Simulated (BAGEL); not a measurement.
# ROHF/6-311+G(d,p) (density fitting with qzvpp-jkfit) run of CH4ClSi (SMILES [SiH2]CCl)

What is the vertical doublet–quartet gap of CH4ClSi at ROHF/6-311+G** (density fitting with qzvpp-jkfit)? 

Program for the calculation: BAGEL 1.2.2.

## 1. The system as given

CH4ClSi: 7 atoms, total charge 0, spin state doublet. As SMILES, `[SiH2]CCl`. Geometry: relaxed at GFN2-xTB. This is one conformer, not always the lowest.

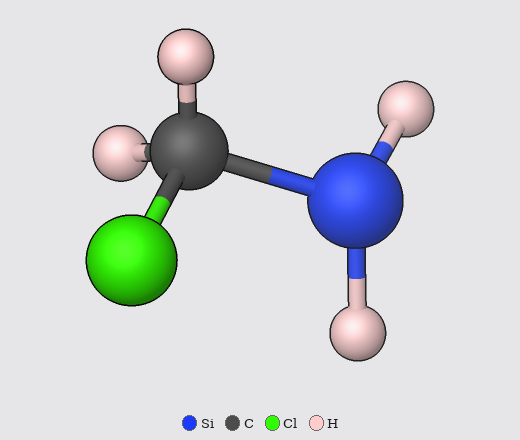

Viewed from a chosen angle; silicon blue, carbon dark grey, chlorine green, hydrogen pink.

## 2. A single-point energy at ROHF/6-311+G(d,p) (density fitting with qzvpp-jkfit)

File calc.json:

```json
{ "bagel": [

{
  "title": "molecule",
  "basis": "6-311+gss.json",
  "df_basis": "qzvpp-jkfit",
  "angstrom": true,
  "geometry": [
    { "atom": "Si", "xyz": [   -0.545550,    0.186730,   -1.006000 ] },
    { "atom": "C", "xyz": [    0.561640,   -0.080140,    0.523650 ] },
    { "atom": "Cl", "xyz": [    0.748560,   -1.837440,    0.815800 ] },
    { "atom": "H", "xyz": [   -1.797100,   -0.541410,   -0.881770 ] },
    { "atom": "H", "xyz": [   -0.656700,    1.611140,   -1.294190 ] },
    { "atom": "H", "xyz": [    1.563960,    0.327040,    0.409970 ] },
    { "atom": "H", "xyz": [    0.125200,    0.334090,    1.432550 ] }
  ]
},
{ "title": "rohf", "nopen": 1 },
{ "title": "print", "file": "orbitals.molden", "orbitals": true }

]}
```

The basis set 6-311+G** is read from a file made from the Basis Set Exchange's data (not shown).

On the command line:

```console
BAGEL_NUM_THREADS=1 BAGEL calc.json > calc.out
```

Standard output:

```text
* using 1 threads per process

  ===============================================================
  ===============================================================

  *** Geometry ***

  { "atom" : "Si", "xyz" : [     -1.030940,      0.352869,     -1.901064 ] },
  { "atom" : "C", "xyz" : [      1.061346,     -0.151443,      0.989555 ] },
  { "atom" : "Cl", "xyz" : [      1.414573,     -3.472258,      1.541639 ] },
  { "atom" : "H", "xyz" : [     -3.396027,     -1.023117,     -1.666304 ] },
  { "atom" : "H", "xyz" : [     -1.240983,      3.044613,     -2.445665 ] },
  { "atom" : "H", "xyz" : [      2.955456,      0.618016,      0.774731 ] },
  { "atom" : "H", "xyz" : [      0.236594,      0.631339,      2.707127 ] },

  Number of auxiliary basis functions:      403

  Since a DF basis is specified, we compute 2- and 3-index integrals:
    o Being stored without compression. Storage requirement is 0.036 GB

  Number of basis functions:      106
  Number of electrons      :       41

    * METHOD: MOLECULE                             0.18

  *** Open-shell HF ***

  === Nuclear Repulsion ===
   132.9988306488

      * DIIS with orbital gradients will be used.

  === ROHF iteration (6-311+gss.json) ===
      0       -788.47868536          0.02890243           0.13
      1       -788.58051545          0.01438535           0.13
      2       -788.59866914          0.00738108           0.13
      3       -788.60445390          0.00125025           0.13
      4       -788.60494792          0.00040229           0.13
      5       -788.60505466          0.00013859           0.13
      6       -788.60507566          0.00002805           0.13
      7       -788.60508744          0.00000765           0.13
      8       -788.60508938          0.00000290           0.13
      9       -788.60508977          0.00000080           0.13
     10       -788.60508995          0.00000029           0.13
     11       -788.60508999          0.00000013           0.12
     12       -788.60509000          0.00000004           0.13
     13       -788.60509000          0.00000002           0.13
     14       -788.60509001          0.00000001           0.13
    * SCF iteration converged.

    * S^2 (ROHF) is 0.7500

    * Permanent dipole moment:
           (    0.101559,    -0.829128,     0.081263) a.u.

    * METHOD: ROHF                                 2.10

    * METHOD: PRINT                                0.03

  ===============================================================
```

It took 2.4 s on 1 thread of Arm Neoverse V1, shared host; peak memory 0.12 GiB.

## 3. The quartet

File calc.json:

```json
{ "bagel": [

{
  "title": "molecule",
  "basis": "6-311+gss.json",
  "df_basis": "qzvpp-jkfit",
  "angstrom": true,
  "geometry": [
    { "atom": "Si", "xyz": [      -0.545550,       0.186730,      -1.006000 ] },
    { "atom": "C", "xyz": [       0.561640,      -0.080140,       0.523650 ] },
    { "atom": "Cl", "xyz": [       0.748560,      -1.837440,       0.815800 ] },
    { "atom": "H", "xyz": [      -1.797100,      -0.541410,      -0.881770 ] },
    { "atom": "H", "xyz": [      -0.656700,       1.611140,      -1.294190 ] },
    { "atom": "H", "xyz": [       1.563960,       0.327040,       0.409970 ] },
    { "atom": "H", "xyz": [       0.125200,       0.334090,       1.432550 ] }
  ]
},

{
  "title": "rohf",
  "nopen": 3
},

{
  "title": "print",
  "file": "orbitals.molden",
  "orbitals": true
}

]}
```

The basis set 6-311+G** is read from a file made from the Basis Set Exchange's data (not shown).

On the command line:

```console
BAGEL_NUM_THREADS=1 BAGEL calc.json > calc.out
```

Standard output:

```text
* using 1 threads per process

  ===============================================================
  ===============================================================

  *** Geometry ***

  { "atom" : "Si", "xyz" : [     -1.030940,      0.352869,     -1.901064 ] },
  { "atom" : "C", "xyz" : [      1.061346,     -0.151443,      0.989555 ] },
  { "atom" : "Cl", "xyz" : [      1.414573,     -3.472258,      1.541639 ] },
  { "atom" : "H", "xyz" : [     -3.396027,     -1.023117,     -1.666304 ] },
  { "atom" : "H", "xyz" : [     -1.240983,      3.044613,     -2.445665 ] },
  { "atom" : "H", "xyz" : [      2.955456,      0.618016,      0.774731 ] },
  { "atom" : "H", "xyz" : [      0.236594,      0.631339,      2.707127 ] },

  Number of auxiliary basis functions:      403

  Since a DF basis is specified, we compute 2- and 3-index integrals:
    o Being stored without compression. Storage requirement is 0.036 GB

  Number of basis functions:      106
  Number of electrons      :       41

    * METHOD: MOLECULE                             0.18

  *** Open-shell HF ***

  === Nuclear Repulsion ===
   132.9988306488

      * DIIS with orbital gradients will be used.

  === ROHF iteration (6-311+gss.json) ===
      0       -788.17999595          0.03245730           0.13
      1       -788.29348176          0.02148072           0.13
      2       -788.33178558          0.01333585           0.13
      3       -788.35312075          0.00214155           0.13
      4       -788.35692752          0.00167232           0.13
      5       -788.35928139          0.00129605           0.13
      6       -788.36232369          0.00083064           0.13
      7       -788.36382234          0.00035712           0.13
      8       -788.36432326          0.00029261           0.13
      9       -788.36436597          0.00015381           0.13
     10       -788.36449121          0.00009383           0.13
     11       -788.36451384          0.00005026           0.13
     12       -788.36452944          0.00002240           0.13
     13       -788.36453867          0.00001439           0.13
     14       -788.36453828          0.00001061           0.13
     15       -788.36453766          0.00000932           0.13
     16       -788.36453742          0.00000873           0.13
     17       -788.36453773          0.00000816           0.12
     18       -788.36453797          0.00000766           0.13
     19       -788.36453835          0.00000680           0.13
     20       -788.36453925          0.00000545           0.12
     21       -788.36454032          0.00000408           0.13
     22       -788.36454074          0.00000262           0.13
     23       -788.36454048          0.00000185           0.13
     24       -788.36454066          0.00000101           0.13
     25       -788.36454051          0.00000059           0.13
     26       -788.36454054          0.00000037           0.13
     27       -788.36454051          0.00000021           0.14
     28       -788.36454052          0.00000015           0.13
     29       -788.36454051          0.00000009           0.14
     30       -788.36454050          0.00000007           0.13
     31       -788.36454050          0.00000004           0.13
     32       -788.36454049          0.00000003           0.14
     33       -788.36454049          0.00000002           0.14
     34       -788.36454049          0.00000001           0.14
    * SCF iteration converged.

    * S^2 (ROHF) is 3.7500

    * Permanent dipole moment:
           (   -0.015724,    -0.101894,    -0.106813) a.u.

    * METHOD: ROHF                                 4.77

    * METHOD: PRINT                                0.03

  ===============================================================
```

It took 5.1 s on 1 thread of Arm Neoverse V1, shared host; peak memory 0.12 GiB.

## 4. Results

At ROHF/6-311+G** (density fitting with qzvpp-jkfit):

| quantity | value |
| --- | --- |
| doublet: total energy | -788.60509 Eh |
| doublet: dipole moment | 2.13 D |
| doublet: ⟨S²⟩ | 0.750 |
| quartet: total energy | -788.36454 Eh |
| quartet: dipole moment | 0.38 D |
| quartet: ⟨S²⟩ | 3.750 |
| vertical energy of the quartet above the doublet | 6.546 eV |

What this shows: At this shape the quartet lies 6.55 eV (151 kcal/mol) above the doublet.
